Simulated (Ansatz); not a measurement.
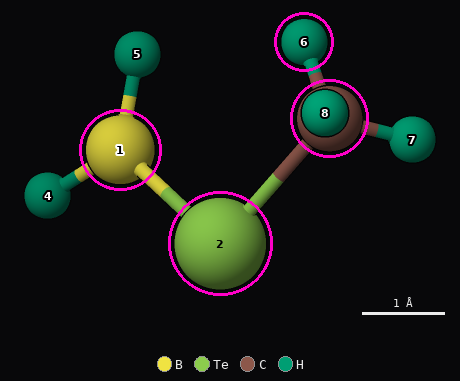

CH₅BTe: the Te2–C3 distance and the B1–Te2–C3–H6 dihedral angle are varied on a grid, with the rest of the molecule carried along rigidly. The picture shows the minimum geometry. The ringed atoms are those of the scanned coordinate. The picture is a ball-and-stick view, seen tilted, with a slight tilt.

Level of theory: CCSD(T) with filled d shells (def2-TZVPP, Ansatz), on geometries moved rigidly from the minimum at PBE0-D4/def2-TZVP. Coupled cluster with a frozen core. Elements past krypton carry the basis set's effective core potentials. Energies are counted from the PBE0-D4/def2-TZVP minimum geometry at the same level.

Input file:
```yaml
crystal:
  periodic: [false, false, false]
  atoms:
    - {symbol: B, position_ang: [-0.639028, 1.333408, -1.021595]}
    - {symbol: Te, position_ang: [-1.338907, -0.047337, 0.375808]}
    - {symbol: C, position_ang: [0.499278, -1.057533, 0.812052]}
    - {symbol: H, position_ang: [-1.434006, 2.086725, -1.491292]}
    - {symbol: H, position_ang: [0.516610, 1.341529, -1.316171]}
    - {symbol: H, position_ang: [1.283018, -0.591861, 0.218906]}
    - {symbol: H, position_ang: [0.397506, -2.108065, 0.548979]}
    - {symbol: H, position_ang: [0.715529, -0.956866, 1.873313]}
basis:
  gaussian: {orbitals: def2-TZVPP}
correlation: {method: ccsd_t, frozen_orbitals: {B: 1, C: 1, H: 0, Te: 9}}
```

### What energies does the calculation give on a grid with rows 1.842, 1.934, 2.068, 2.225, 2.399, 2.586, 2.785 and columns 12.0, 32.0, 52.0, 72.0, 92.0, 112.0 (Te2–C3 distance (Å); B1–Te2–C3–H6 dihedral angle (°))?

Rows: Te2–C3 distance (Å); columns: B1–Te2–C3–H6 dihedral angle (°); values in kJ/mol.

|  | 12.0 | 32.0 | 52.0 | 72.0 | 92.0 | 112.0 |
| --- | --- | --- | --- | --- | --- | --- |
| 1.842 | 113.2 | 114.1 | 114.9 | 114.8 | 114.1 | 113.3 |
| 1.934 | 49.0 | 49.7 | 50.3 | 50.3 | 49.7 | 49.1 |
| 2.068 | 6.3 | 6.9 | 7.4 | 7.4 | 6.9 | 6.5 |
| 2.225 | 2.8 | 3.2 | 3.5 | 3.5 | 3.2 | 2.9 |
| 2.399 | 28.9 | 29.1 | 29.4 | 29.4 | 29.2 | 29.0 |
| 2.586 | 71.2 | 71.4 | 71.5 | 71.5 | 71.4 | 71.2 |
| 2.785 | 118.8 | 118.9 | 119.1 | 119.1 | 119.0 | 118.9 |

In pairs of (Te2–C3 distance (Å); B1–Te2–C3–H6 dihedral angle (°)): the lowest computed point lies at (2.225, 12.0) (2.8 kJ/mol), the highest at (2.785, 52.0), (2.785, 72.0) (119.1 kJ/mol). It lies on the edge of the grid, so the true minimum may be outside the range scanned. At 12 of the 43 structures the mean-field solution behind CCSD(T) with filled d shells isn't stable (a lower one of broken symmetry exists), so those energies are less reliable.

As a map, interpolated between the computed points (dots):

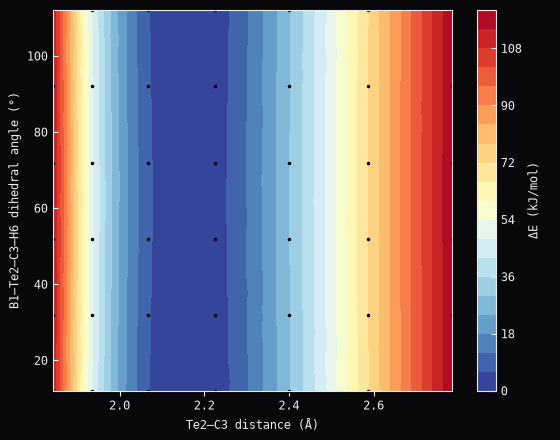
